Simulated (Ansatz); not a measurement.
**The cluster Al₂Sb (doublet): reading failed and doubtful runs**

2 inputs were typed for the cluster Al₂Sb (doublet). Each is run as it stands; the log then has to tell whether the result can be used.

Program: Ansatz 0.2.0, Gaussian basis. Level of theory: the settings change from run to run. These are calculated values, not measurements.

1 further run of the same task is left out (set aside as unsound or not needed).

## (1) The relaxed structure

The structure was relaxed beforehand with PBE-D4 in a triple-zeta def2 set. Sb takes a core potential in def2 sets; no spin-orbit term is included.

3 atoms, charge 0, spin multiplicity 2.

Atoms are counted from 1 here; the program's logs count them from 0.

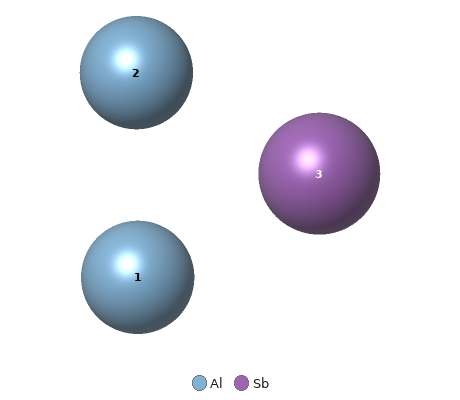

The structure; aluminium light blue, antimony purple; atoms are numbered from 1 in the order of the file.

## (2) Attempt 1

Contents of in.yaml:

```yaml
crystal:
  periodic: [false, false, false]
  atoms:
    - {symbol: Al, position_ang: [0.157040, 0.958158, 1.142107]}
    - {symbol: Al, position_ang: [0.080839, -1.192167, 0.257319]}
    - {symbol: Sb, position_ang: [-0.219161, -1.492167, 0.257319]}
basis:
  gaussian: {orbitals: def2-SVP}
magnetization: {spin_polarized: true, initial_magnetization: 3}
hamiltonian: {xc: {name: HF}}
correlation: {method: ccsd_t}
scf: {omitted_lower_state_checks: [starts]}
```

Run with:

```bash
> ansatz run in.yaml --threads 4 --pin off --events-out ev --progress --plain --max-ram 3916MiB
```

The log of the run, cut to the lines that bear on the results:

```text
Functional definition: HF
  name "HF"
  cite "Fock, Z. Phys. 61, 126 (1930) doi:10.1007/BF01340294"
  parent pbe
[...]
669 factors; integrals over basis functions are off by at most 3.1e-4 eV
[...]
a density is far from that of the atoms, so the factors are made again for it
755 factors; integrals over basis functions are off by at most 1.3e-4 eV
[...]
mean field -17373.90462832 eV, -638.4792186353 hartree, gradient 6.0e-6 eV, S^2 3.866131; 7 other end points of the search recorded, 0 dependent functions left out
determinant -17373.90462832 eV, -638.4792186353 hartree, with singles and doubles -17378.82329960 eV, -638.6599764708 hartree
determinant -17373.65773463 eV, -638.4701454593 hartree, with singles and doubles -17378.71216051 eV, -638.6558921846 hartree
determinant -17373.65738522 eV, -638.4701326189 hartree, with singles and doubles -17378.72782600 eV, -638.6564678807 hartree
determinant -17373.35658386 eV, -638.4590783726 hartree, with singles and doubles -17378.17004368 eV, -638.6359697583 hartree
determinant -17373.02083722 eV, -638.4467399114 hartree, with singles and doubles -17378.02683375 eV, -638.6307068907 hartree
determinant -17372.65870861 eV, -638.4334319305 hartree, with singles and doubles -17377.54675350 eV, -638.6130642667 hartree
determinant -17372.26695753 eV, -638.4190353438 hartree, with singles and doubles -17377.31789226 eV, -638.6046537715 hartree
determinant -17373.90462832 eV, -638.4792186353 hartree, with singles and doubles -17378.82615710 eV, -638.6600814819 hartree
determinant -17373.65773463 eV, -638.4701454593 hartree, with singles and doubles -17378.77812227 eV, -638.6583162344 hartree
determinant -17373.65738522 eV, -638.4701326189 hartree, with singles and doubles -17378.78602820 eV, -638.6586067722 hartree
14 core orbitals not correlated, not the lowest: weight in the atoms' cores, before any rotation towards them, 0.761 or more for the frozen orbitals, at most 0.025 for the correlated occupied ones
reference -17373.90462832 eV, -638.4792186353 hartree; 12, 9 occupied and 36, 39 virtual orbitals, 755 factors
second order -4.26354556 eV of doubles, -0.00000000 eV of singles
cycle   1  -4.92153048 eV  change   -1.7e-6 eV  update   2.8e-6
perturbative correction -0.15667095 eV, -0.0057575513 hartree
Total energy: -17378.98282975 eV, -638.6658390957 hartree
Checks for a lower state left out: starts
```

It took 16 s on 4 threads of Arm Neoverse V1, shared host.

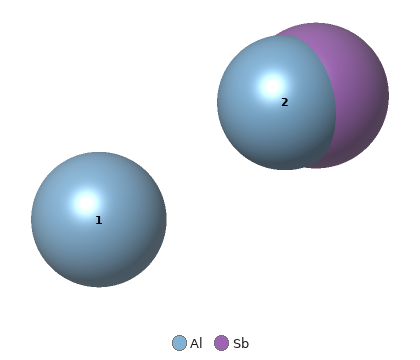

The geometry of this input.

**Diagnosis.** It ended without an error, which proves nothing about the input. One atom was put on top of another. The shortest distance is 0.42 Å (Al2–Sb3), against 2.58 Å in the relaxed molecule. It also asks for charge 0 and multiplicity 4, another species or state than the molecule above. Its energy is no property of the relaxed molecule. Cure: restore the atom's position, and set charge and spin to those of the species named.

## (3) Attempt 2

Contents of in.yaml:

```yaml
crystal:
  periodic: [false, false, false]
  atoms:
    - {symbol: Al, position_ang: [0.157040, 0.958158, 1.142107]}
    - {symbol: Al, position_ang: [0.062131, 0.534010, -1.399426]}
    - {symbol: Sb, position_ang: [-0.219161, -1.492167, 0.257319]}
basis:
  gaussian: {orbitals: def2-SVP}
magnetization: {spin_polarized: true, initial_magnetization: 1}
hamiltonian: {xc: {name: B3LYP-D3}, dispersion: d3bj}
accuracy: high
scf: {omitted_lower_state_checks: [starts]}
```

Same command.

The log of the run:

```text
Error: YAML parse error: error: line 10 column 19: hamiltonian.xc: no functional is named "B3LYP-D3"; the names, which are not case-sensitive, are SVWN5, SPW92, PBE, PBE0, PBEsol, revPBE, revPBE0, RPBE, rPW86-PBE, HSE06, wPBEh, LC-wPBE, HISS, HF, BLYP, B3LYP, B3LYP5, BHLYP, CAM-B3LYP, r2SCAN, r2SCANh, r2SCAN0, r2SCAN50, m-r2SCAN, B97, wB97, wB97X, wB97X-V, B97M-V, wB97M-V, B2PLYP, B2GP-PLYP, PBE0-DH, PBE-QIDH
  --> <input>:10:19
   |
 8 |   gaussian: {orbitals: def2-SVP}
 9 | magnetization: {spin_polarized: true, initial_magnetization: 1}
10 | hamiltonian: {xc: {name: B3LYP-D3}, dispersion: d3bj}
   |                   ^ hamiltonian.xc: no functional is named "B3LYP-D3"; the names, which are not case-sensitive, are SVWN5, SPW92, PBE, PBE0, PBEsol, revPBE, revPBE0, RPBE, rPW86-PBE, HSE06, wPBEh, LC-wPBE, HISS, HF, BLYP, B3LYP, B3LYP5, BHLYP, CAM-B3LYP, r2SCAN, r2SCANh, r2SCAN0, r2SCAN50, m-r2SCAN, B97, wB97, wB97X, wB97X-V, B97M-V, wB97M-V, B2PLYP, B2GP-PLYP, PBE0-DH, PBE-QIDH
11 | accuracy: high
12 | scf: {omitted_lower_state_checks: [starts]}
   |
```

Run time: 0.05 s. Hardware: 4 threads of Arm Neoverse V1, shared host.

**Diagnosis.** The program refused the input. The method's name isn't one that the program takes here. Fix: name a functional that the program knows.

## (4) Summary

```
attempt              level      ended                                                    cause    time
      1   CCSD(T)/def2-SVP  converged                       one atom was put on top of another    16 s
      2  B3LYP-D3/def2-SVP    refused  the method's name isn't one that the program takes here  0.05 s
```

**Reading.** 1 converged, 1 refused. A refusal costs next to no computing time. The dangerous case is the input that converges on a wrong geometry, charge, spin, basis or grid: often only a look at the input shows it.
